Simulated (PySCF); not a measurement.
# H2Si···H2O···H2P: magnetic exchange

What do calculations give for the magnetic exchange of H2Si···H2O···H2P?

Computed with PySCF 2.14.0 and routines of our own; the level stands in each step. Atoms count from 0.

### 1 The system as given

9 atoms, charge 0, high-spin multiplicity 4; geometry from: GFN2-xTB fragments, placed rigidly.

The system (radical pair across a spacer): H2Si···H2O···H2P. The radical centres are 7.67 Å apart, face to face; the spin sites are atoms 0, 1, 2 (2 unpaired) and atoms 3, 4, 5 (1 unpaired).

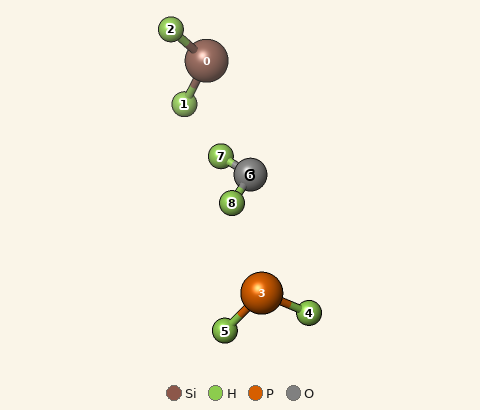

The starting geometry (silicon brown, hydrogen green, phosphorus orange, oxygen grey).

### 2 Magnetic exchange: CASSCF and SC-NEVPT2/def2-TZVP (3,3)

Job settings and geometry (Å):

```
{"job": {"kind": "cas", "basis": "def2-TZVP", "active": "magnetic", "zfs": false}, "charge": 0, "high_spin_multiplicity": 4, "spin_sites": [[[0, 1, 2], 2], [[3, 4, 5], 1]]}
Si    -0.216100     0.152100    -3.846400
H      1.054700    -0.532000    -3.846400
H     -1.486800    -0.532000    -3.846400
P     -0.216100     0.152100     3.823000
H      0.756300     1.148000     3.823000
H      0.756100    -0.844500     3.823000
O     -0.216100     0.531500     0.023400
H     -0.216100    -0.037600    -0.748900
H     -0.216100    -0.037600     0.795500
```

Level: CASSCF and SC-NEVPT2/def2-TZVP spin states, gas phase.

Run with:

```
> OMP_NUM_THREADS=1 python exch_run.py task.json out
```

This one command runs all jobs of the session in turn.

Standard output:

```text
start orbitals: natural orbitals of the high-spin HF determinant (converged)
active space: 3 electrons in 3 orbitals, 20 closed; orbitals optimised for multiplicities 4 2
macro   0  E = -707.9499758409  dE =  0.000e+00  |g| = 1.912e-02
macro   1  E = -707.9500849389  dE = -1.091e-04  |g| = 7.017e-03
macro   2  E = -707.9501066249  dE = -2.169e-05  |g| = 2.399e-03
macro   3  E = -707.9501078797  dE = -1.255e-06  |g| = 9.748e-04
macro   4  E = -707.9501082117  dE = -3.320e-07  |g| = 3.488e-04
macro   5  E = -707.9501082431  dE = -3.136e-08  |g| = 2.043e-04
CASSCF converged, mean energy = -707.9501082431
2S+1 = 4  root 0  E(CAS) = -707.95009742  E(NEVPT2) = -708.42688647  occupations 1.000 1.000 1.000
2S+1 = 2  root 0  E(CAS) = -707.95011907  E(NEVPT2) = -708.42691493  occupations 1.018 1.000 0.982
```

It took 7 s on 1 thread of Arm Neoverse N1, shared host; peak memory 0.29 GiB.

In short:

| quantity | value |
| --- | --- |
| J (CASSCF) | -2 cm⁻¹ |
| J (NEVPT2) | -2 cm⁻¹ |
| low less high spin (NEVPT2) | 0.0 kcal/mol |

Mulliken spin populations of the high-spin state:

| atom | value (e) |
| --- | --- |
| Si0 | 1.93 |
| H1 | 0.04 |
| H2 | 0.04 |
| P3 | 0.99 |
| H4 | 0.00 |
| H5 | 0.00 |
| O6 | 0.00 |
| H7 | 0.00 |
| H8 | 0.01 |

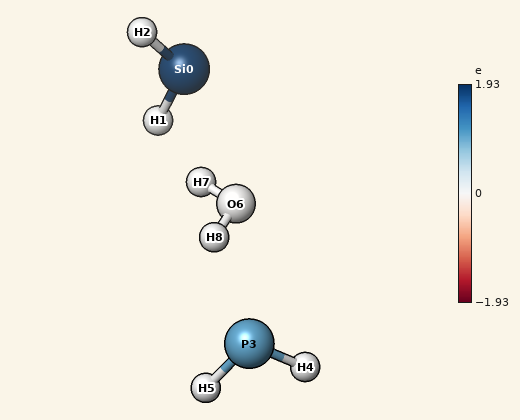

Mulliken spin populations of the high-spin state, as colours on the atoms.

### 3 Magnetic exchange: HF/def2-TZVP

Settings changed since step 2:

```diff
@@ -1,2 +1,2 @@
-{"job": {"kind": "cas", "basis": "def2-TZVP", "active": "magnetic", "zfs": false}, "charge": 0, "high_spin_multiplicity": 4, "spin_sites": [[[0, 1, 2], 2], [[3, 4, 5], 1]]}
+{"job": {"kind": "bs", "xc": "HF", "basis": "def2-TZVP", "rks": false}, "charge": 0, "high_spin_multiplicity": 4, "spin_sites": [[[0, 1, 2], 2], [[3, 4, 5], 1]]}
 Si    -0.216100     0.152100    -3.846400
```

With the program's defaults for keys left out, this is: HF/def2-TZVP high-spin and broken-symmetry single points, gas phase.

Standard output:

```text
high-spin state, multiplicity 4
final grid: 67296 points
cycle   1  E = -707.8629483071  dE = -6.198e-01  |g| = 3.727e-01  |ddm| = 1.413e+00
cycle   2  E = -707.9371955341  dE = -7.425e-02  |g| = 2.022e-01  |ddm| = 3.967e-01
cycle   3  E = -707.9534867965  dE = -1.629e-02  |g| = 5.013e-02  |ddm| = 1.228e-01
cycle   4  E = -707.9569312665  dE = -3.444e-03  |g| = 1.798e-02  |ddm| = 8.628e-02
cycle   5  E = -707.9575900998  dE = -6.588e-04  |g| = 6.893e-03  |ddm| = 4.135e-02
cycle   6  E = -707.9577017698  dE = -1.117e-04  |g| = 2.727e-03  |ddm| = 1.761e-02
cycle   7  E = -707.9577201613  dE = -1.839e-05  |g| = 9.868e-04  |ddm| = 7.231e-03
cycle   8  E = -707.9577226835  dE = -2.522e-06  |g| = 3.120e-04  |ddm| = 2.680e-03
cycle   9  E = -707.9577229650  dE = -2.814e-07  |g| = 1.165e-04  |ddm| = 1.060e-03
cycle  10  E = -707.9577230103  dE = -4.535e-08  |g| = 5.054e-05  |ddm| = 4.473e-04
cycle  11  E = -707.9577230202  dE = -9.909e-09  |g| = 1.952e-05  |ddm| = 2.085e-04
converged SCF energy = -707.9577230202

broken-symmetry state, M_S = 0.5, start: spins of the second site flipped
final grid: 67296 points
cycle   1  E = -707.9561906453  dE = -6.233e-03  |g| = 3.048e-02  |ddm| = 7.508e-02
cycle   2  E = -707.9573289366  dE = -1.138e-03  |g| = 1.446e-02  |ddm| = 3.224e-02
cycle   3  E = -707.9577094184  dE = -3.805e-04  |g| = 3.418e-03  |ddm| = 2.916e-02
cycle   4  E = -707.9577347795  dE = -2.536e-05  |g| = 9.970e-04  |ddm| = 8.733e-03
cycle   5  E = -707.9577366774  dE = -1.898e-06  |g| = 3.968e-04  |ddm| = 2.052e-03
cycle   6  E = -707.9577370178  dE = -3.404e-07  |g| = 1.470e-04  |ddm| = 9.842e-04
cycle   7  E = -707.9577370509  dE = -3.305e-08  |g| = 7.632e-05  |ddm| = 2.792e-04
cycle   8  E = -707.9577370650  dE = -1.410e-08  |g| = 3.021e-05  |ddm| = 2.517e-04
cycle   9  E = -707.9577370677  dE = -2.751e-09  |g| = 8.870e-06  |ddm| = 1.211e-04
converged SCF energy = -707.9577370677

<S^2> high spin = 3.7769, broken symmetry = 1.7768
E(HS) - E(BS) = 3.08 cm-1
J_noodleman = -1.54 cm-1
J_unprojected = -1.03 cm-1
J_yamaguchi = -1.54 cm-1
```

It took 2.8 s on 1 thread of Arm Neoverse N1, shared host; peak memory 0.29 GiB.

From this job:

| quantity | value |
| --- | --- |
| J (Yamaguchi) | -2 cm⁻¹ |
| low less high spin, projected | 0.0 kcal/mol |

### 4 Magnetic exchange: wB97X/def2-TZVP

Settings changed since step 3:

```diff
@@ -1,2 +1,2 @@
-{"job": {"kind": "bs", "xc": "HF", "basis": "def2-TZVP", "rks": false}, "charge": 0, "high_spin_multiplicity": 4, "spin_sites": [[[0, 1, 2], 2], [[3, 4, 5], 1]]}
+{"job": {"kind": "bs", "xc": "wB97X", "grid": 1, "basis": "def2-TZVP", "rks": false}, "charge": 0, "high_spin_multiplicity": 4, "spin_sites": [[[0, 1, 2], 2], [[3, 4, 5], 1]]}
 Si    -0.216100     0.152100    -3.846400
```

Method: wB97X/def2-TZVP high-spin and broken-symmetry single points, gas phase.

Standard output:

```text
high-spin state, multiplicity 4
final grid: 32840 points
cycle   1  E = -709.5164051787  dE = -2.239e-02  |g| = 3.421e-02  |ddm| = 1.821e-01
cycle   2  E = -709.5173680510  dE = -9.629e-04  |g| = 1.786e-02  |ddm| = 4.654e-02
cycle   3  E = -709.5175380775  dE = -1.700e-04  |g| = 1.044e-02  |ddm| = 1.575e-02
cycle   4  E = -709.5176135593  dE = -7.548e-05  |g| = 2.207e-03  |ddm| = 1.100e-02
cycle   5  E = -709.5176229109  dE = -9.352e-06  |g| = 8.402e-04  |ddm| = 5.274e-03
cycle   6  E = -709.5176237155  dE = -8.046e-07  |g| = 2.277e-04  |ddm| = 1.433e-03
cycle   7  E = -709.5176238301  dE = -1.147e-07  |g| = 6.275e-05  |ddm| = 5.930e-04
cycle   8  E = -709.5176238392  dE = -9.041e-09  |g| = 1.493e-05  |ddm| = 1.707e-04
converged SCF energy = -709.5176238392

broken-symmetry state, M_S = 0.5, start: spins of the second site flipped
final grid: 32840 points
cycle   1  E = -709.5173482979  dE = -2.526e-03  |g| = 1.470e-02  |ddm| = 6.978e-02
cycle   2  E = -709.5176204462  dE = -2.721e-04  |g| = 5.419e-03  |ddm| = 2.031e-02
cycle   3  E = -709.5176698075  dE = -4.936e-05  |g| = 9.590e-04  |ddm| = 1.201e-02
cycle   4  E = -709.5176713955  dE = -1.588e-06  |g| = 3.546e-04  |ddm| = 2.144e-03
cycle   5  E = -709.5176715432  dE = -1.477e-07  |g| = 9.369e-05  |ddm| = 6.224e-04
cycle   6  E = -709.5176715630  dE = -1.983e-08  |g| = 3.565e-05  |ddm| = 2.650e-04
cycle   7  E = -709.5176715647  dE = -1.623e-09  |g| = 2.019e-05  |ddm| = 6.841e-05
converged SCF energy = -709.5176715647

<S^2> high spin = 3.7585, broken symmetry = 1.7581
E(HS) - E(BS) = 10.47 cm-1
J_noodleman = -5.24 cm-1
J_unprojected = -3.49 cm-1
J_yamaguchi = -5.24 cm-1
```

It took 14 s on 1 thread of Arm Neoverse N1, shared host; peak memory 0.45 GiB.

In short:

| quantity | value |
| --- | --- |
| J (Yamaguchi) | -5 cm⁻¹ |
| low less high spin, projected | 0.0 kcal/mol |

### 5 Magnetic exchange: CASSCF and SC-NEVPT2/def2-TZVP (5,5)

Settings changed since step 4:

```diff
@@ -1,2 +1,2 @@
-{"job": {"kind": "bs", "xc": "wB97X", "grid": 1, "basis": "def2-TZVP", "rks": false}, "charge": 0, "high_spin_multiplicity": 4, "spin_sites": [[[0, 1, 2], 2], [[3, 4, 5], 1]]}
+{"job": {"kind": "cas", "basis": "def2-TZVP", "active": "natural", "max": 5, "thr": 0.008, "zfs": false}, "charge": 0, "high_spin_multiplicity": 4, "spin_sites": [[[0, 1, 2], 2], [[3, 4, 5], 1]]}
 Si    -0.216100     0.152100    -3.846400
```

Method: CASSCF and SC-NEVPT2/def2-TZVP spin states, gas phase.

Standard output:

```text
start orbitals: natural orbitals of the high-spin HF determinant (converged)
active space: 5 electrons in 5 orbitals, 19 closed; orbitals optimised for multiplicities 4 2
macro   0  E = -707.9632604560  dE =  0.000e+00  |g| = 2.426e-02
macro   1  E = -707.9636060491  dE = -3.456e-04  |g| = 1.041e-02
macro   2  E = -707.9638508699  dE = -2.448e-04  |g| = 8.467e-03
macro   3  E = -707.9639192134  dE = -6.834e-05  |g| = 6.933e-03
macro   4  E = -707.9639860953  dE = -6.688e-05  |g| = 3.503e-03
macro   5  E = -707.9639968860  dE = -1.079e-05  |g| = 2.106e-03
macro   6  E = -707.9639999238  dE = -3.038e-06  |g| = 7.651e-04
macro   7  E = -707.9640002014  dE = -2.776e-07  |g| = 3.098e-04
macro   8  E = -707.9640002811  dE = -7.969e-08  |g| = 2.163e-04
CASSCF converged, mean energy = -707.9640002811
2S+1 = 4  root 0  E(CAS) = -707.96398965  E(NEVPT2) = -708.42135762  occupations 1.979 1.000 1.000 1.000 0.021
2S+1 = 2  root 0  E(CAS) = -707.96401091  E(NEVPT2) = -708.42138514  occupations 1.979 1.017 1.000 0.983 0.021
```

Run time: 3.6 s. Hardware: 1 thread of Arm Neoverse N1, shared host; peak memory 0.43 GiB.

Key values:

| quantity | value |
| --- | --- |
| J (CASSCF) | -2 cm⁻¹ |
| J (NEVPT2) | -2 cm⁻¹ |
| low less high spin (NEVPT2) | 0.0 kcal/mol |

### 6 Magnetic exchange: wB97X/def2-TZVP, grid 3

Settings changed since step 5:

```diff
@@ -1,2 +1,2 @@
-{"job": {"kind": "cas", "basis": "def2-TZVP", "active": "natural", "max": 5, "thr": 0.008, "zfs": false}, "charge": 0, "high_spin_multiplicity": 4, "spin_sites": [[[0, 1, 2], 2], [[3, 4, 5], 1]]}
+{"job": {"kind": "bs", "xc": "wB97X", "grid": 3, "basis": "def2-TZVP", "rks": false}, "charge": 0, "high_spin_multiplicity": 4, "spin_sites": [[[0, 1, 2], 2], [[3, 4, 5], 1]]}
 Si    -0.216100     0.152100    -3.846400
```

Method: wB97X/def2-TZVP high-spin and broken-symmetry single points, gas phase.

Standard output:

```text
high-spin state, multiplicity 4
coarse grid: 8056 points
cycle   1  E = -709.4234402464  dE = -4.688e-01  |g| = 4.685e-01  |ddm| = 1.397e+00
cycle   2  E = -709.4441172428  dE = -2.068e-02  |g| = 4.804e-01  |ddm| = 5.095e-01
cycle   3  E = -709.5171831895  dE = -7.307e-02  |g| = 3.549e-02  |ddm| = 2.229e-01
cycle   4  E = -709.5183123442  dE = -1.129e-03  |g| = 1.222e-02  |ddm| = 5.855e-02
cycle   5  E = -709.5185248089  dE = -2.125e-04  |g| = 3.546e-03  |ddm| = 2.906e-02
cycle   6  E = -709.5185464146  dE = -2.161e-05  |g| = 1.178e-03  |ddm| = 9.350e-03
cycle   7  E = -709.5185492722  dE = -2.858e-06  |g| = 3.565e-04  |ddm| = 3.399e-03
final grid: 111296 points
cycle   8  E = -709.5176054470  dE = -4.154e-05  |g| = 3.891e-03  |ddm| = 9.103e-03
cycle   9  E = -709.5176071460  dE = -1.699e-06  |g| = 3.128e-03  |ddm| = 3.087e-03
cycle  10  E = -709.5176099322  dE = -2.786e-06  |g| = 5.555e-04  |ddm| = 1.442e-03
cycle  11  E = -709.5176101085  dE = -1.763e-07  |g| = 1.697e-04  |ddm| = 4.771e-04
cycle  12  E = -709.5176101724  dE = -6.394e-08  |g| = 6.147e-05  |ddm| = 4.120e-04
cycle  13  E = -709.5176101882  dE = -1.573e-08  |g| = 2.790e-05  |ddm| = 2.139e-04
cycle  14  E = -709.5176101924  dE = -4.185e-09  |g| = 1.414e-05  |ddm| = 1.109e-04
converged SCF energy = -709.5176101924

broken-symmetry state, M_S = 0.5, start: spins of the second site flipped
final grid: 111296 points
cycle   1  E = -709.5173342983  dE = -2.522e-03  |g| = 1.469e-02  |ddm| = 6.968e-02
cycle   2  E = -709.5176063813  dE = -2.721e-04  |g| = 5.422e-03  |ddm| = 2.030e-02
cycle   3  E = -709.5176557913  dE = -4.941e-05  |g| = 9.629e-04  |ddm| = 1.201e-02
cycle   4  E = -709.5176573765  dE = -1.585e-06  |g| = 3.626e-04  |ddm| = 2.133e-03
cycle   5  E = -709.5176575284  dE = -1.520e-07  |g| = 9.911e-05  |ddm| = 6.335e-04
cycle   6  E = -709.5176575476  dE = -1.917e-08  |g| = 5.702e-05  |ddm| = 2.513e-04
cycle   7  E = -709.5176575501  dE = -2.541e-09  |g| = 1.840e-05  |ddm| = 7.421e-05
converged SCF energy = -709.5176575501

<S^2> high spin = 3.7585, broken symmetry = 1.7581
E(HS) - E(BS) = 10.39 cm-1
J_noodleman = -5.20 cm-1
J_unprojected = -3.46 cm-1
J_yamaguchi = -5.20 cm-1
```

It took 31 s on 1 thread of Arm Neoverse N1, shared host; peak memory 0.53 GiB.

Key values:

| quantity | value |
| --- | --- |
| J (Yamaguchi) | -5 cm⁻¹ |
| low less high spin, projected | 0.0 kcal/mol |

### 7 The levels compared

J for H = −2J S1·S2; the gap is low spin less high spin (projected; unprojected where the broken-symmetry state collapsed; or NEVPT2):

| step | level | geometry | J (cm⁻¹) | gap (kcal/mol) | time |
| --- | --- | --- | --- | --- | --- |
| 2 | CASSCF and SC-NEVPT2/def2-TZVP (3,3) | one | -2 | 0.0 | 7 s |
| 3 | HF/def2-TZVP | one | -2 | 0.0 | 2.8 s |
| 4 | wB97X/def2-TZVP | one | -5 | 0.0 | 14 s |
| 5 | CASSCF and SC-NEVPT2/def2-TZVP (5,5) | one | -2 | 0.0 | 3.6 s |
| 6 | wB97X/def2-TZVP, grid 3 | one | -5 | 0.0 | 31 s |

CASSCF times leave out a start SCF that an earlier step had already made.

### 8 Results

| quantity | value |
| --- | --- |
| J (CASSCF) (step 2, CASSCF and SC-NEVPT2/def2-TZVP (3,3)) | -2 cm⁻¹ |
| J (NEVPT2) (step 2, CASSCF and SC-NEVPT2/def2-TZVP (3,3)) | -2 cm⁻¹ |
| low less high spin (NEVPT2) (step 2, CASSCF and SC-NEVPT2/def2-TZVP (3,3)) | 0.0 kcal/mol |
| J | -5 (wB97X/def2-TZVP) to -2 cm⁻¹ (HF/def2-TZVP) |

A high-spin site of main-group atoms was assumed; a lower spin there may lie lower, outside the spin ladder used here. The levels with a meaningful J put the low-spin state lower (antiferromagnetic coupling), from -5 to -2 cm⁻¹.
